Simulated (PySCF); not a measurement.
## Electronic structure of F$_{2}$H$_{4}$P$_{2}$Si (SiH3PHPF2) in real space

```yaml
atoms:
  - { symbol: F, position_ang: [2.5668, 1.7312, 0.5336] }
  - { symbol: P, position_ang: [1.8884, 0.2754, 0.3878] }
  - { symbol: F, position_ang: [1.6488, 0.3162, -1.2159] }
  - { symbol: P, position_ang: [-0.1884, 0.8340, 1.0052] }
  - { symbol: Si, position_ang: [-1.2277, -0.5479, -0.4702] }
  - { symbol: H, position_ang: [-0.1882, -0.1320, 2.0600] }
  - { symbol: H, position_ang: [-2.5619, -0.8570, 0.1226] }
  - { symbol: H, position_ang: [-0.4832, -1.8221, -0.7033] }
  - { symbol: H, position_ang: [-1.3949, 0.1871, -1.7531] }
```

Geometry: PBE0-D3(BJ)/def2-SVP.

Computed with CAM-B3LYP/def2-SVPD, SCF density, gas phase (PySCF 2.14.0).

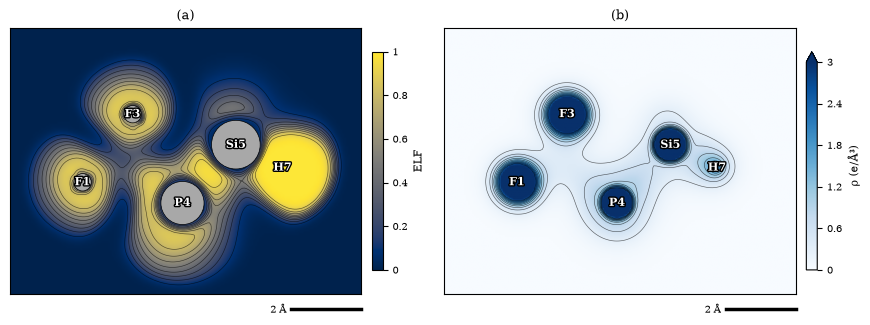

Figure 1. (a) ELF; (b) total electron density on the plane of atoms P4, Si5 and H7. Grey discs cover the atomic cores in the ELF map.

### What does the map show?

The plane passes through F, P, Si and H nuclei.
Si–P (2.27 Å): the density is about 0.71 e/Å³ at the midpoint, with its minimum of 0.6 e/Å³ about 0.8 Å from Si; the ELF peaks at about 0.95 between the atoms, as expected for localised, covalent bonding.
Si–H (1.49 Å): the density is about 0.77 e/Å³ at the midpoint; the ELF climbs to about 1 towards the hydrogen, as it does in any bond to H.
The ELF also peaks beside P4, F1 and F3, away from the bonds: lone-pair regions.

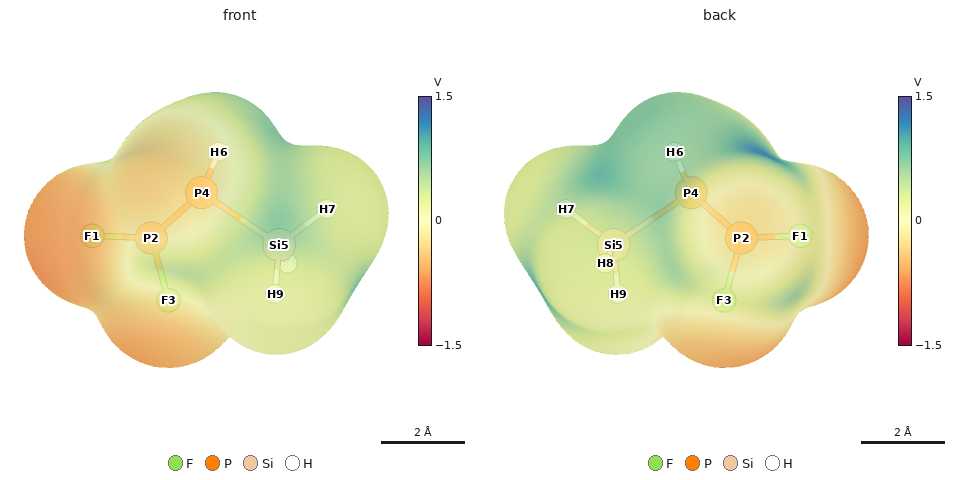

Figure 2. The electrostatic potential painted on the density surface at 0.001 e/bohr³, seen from the front and from behind; red is negative and blue positive.

### Which sites attract a positive test charge, and which a negative one?

A positive charge is drawn to the negative regions and a negative charge to the positive ones. The most negative region (about −0.7 V) lies over F1, the most positive (about +1.2 V) over P2.

### How polar is the molecule by this calculation?

Its dipole moment is 2.12 D.
